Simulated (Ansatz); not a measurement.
**Profile along the B–N line in BN (h-BN type, space group P6_3/mmc)**

BN (h-BN type, space group P6_3/mmc)

```
BN
1.0
    2.49975     0.00000     0.00000
   -1.24987     2.16485     0.00000
    0.00000     0.00000     6.52535
B N
2 2
Direct
  0.33333   0.66667   0.25000
  0.66667   0.33333   0.75000
  0.33333   0.66667   0.75000
  0.66667   0.33333   0.25000
```

Fields along a shortest B–N line of a (0001) plane (1.44 Å), from B to N, interpolated on the slice's grid (step about 0.2 Å). Level of theory: r2SCAN+rVV10 (plane waves to 500 eV, PAW, scalar-relativistic; Ansatz, a first-principles code). k mesh 15×15×5. Near the nuclei the fields are pseudised (PAW); where an atom keeps semicore shells as valence, they peak there. BN was relaxed with its symmetry unable to fall. The PAW data are Ansatz's earlier set.

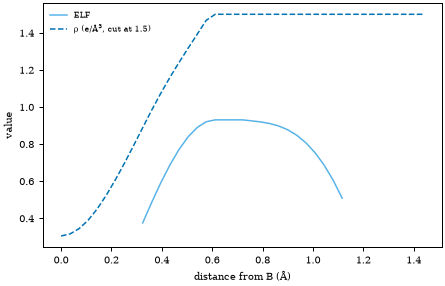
ELF (away from the nuclei) and valence density from B to N.

Density on the B–N line (1.44 Å) at its midpoint: 1.84 e/Å³. ELF at that point: 0.93. ELF maximum in the middle third of the B–N line: 0.93, 0.7 Å from B.
